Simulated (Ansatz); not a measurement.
Input file:

```
crystal:
  periodic: [false, false, false]
  atoms:
    - {symbol: Al, position_ang: [-0.545276, -0.743544, -0.593748]}
    - {symbol: Cl, position_ang: [1.151748, 0.851046, -1.887454]}
    - {symbol: H, position_ang: [0.176719, -2.105123, -0.992740]}
    - {symbol: H, position_ang: [-1.839889, -0.294363, -1.404127]}
    - {symbol: H, position_ang: [1.464146, 1.458208, -0.800015]}
    - {symbol: C, position_ang: [-0.151390, 0.090121, 1.142334]}
    - {symbol: H, position_ang: [-0.410396, 1.153593, 1.169050]}
    - {symbol: H, position_ang: [0.897450, -0.020595, 1.436249]}
    - {symbol: H, position_ang: [-0.743111, -0.389441, 1.930450]}
basis:
  gaussian: {orbitals: def2-TZVPP}
hamiltonian: {xc: pbe0, dispersion: d4}
output: {orbitals: {seedname: orbitals}}
```

Command:

```sh
ansatz run in.yaml --threads 2 --pin off --events-out ev --progress --plain --max-ram 4352MiB
```

The product side of a reaction path; geometry: PBE0-D4/def2-TZVP.

All numbers below come from RKS PBE0-D4/def2-TZVPP in Ansatz 0.2.0.

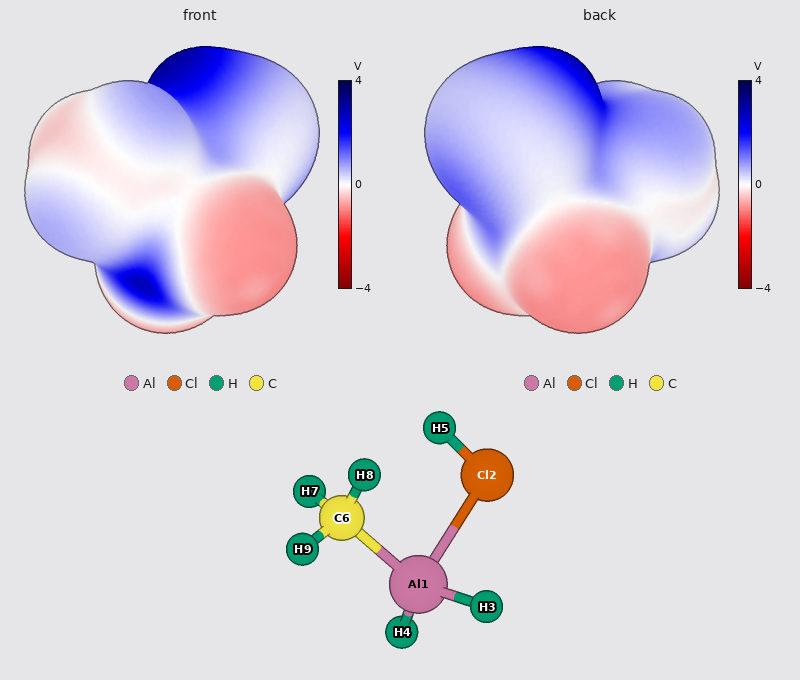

CH₆AlCl. The electrostatic potential painted on the density surface at 0.002 e/bohr³, seen from the front and from behind; red is negative and blue positive. The bare structure is drawn below in the same view.

Q: Where is the surface potential most negative and most positive?

A: The most negative region (about −0.9 V, or −21 kcal/mol for a unit charge) lies over H3 and H4, the most positive (about +3.0 V, or +69 kcal/mol for a unit charge) over H5.
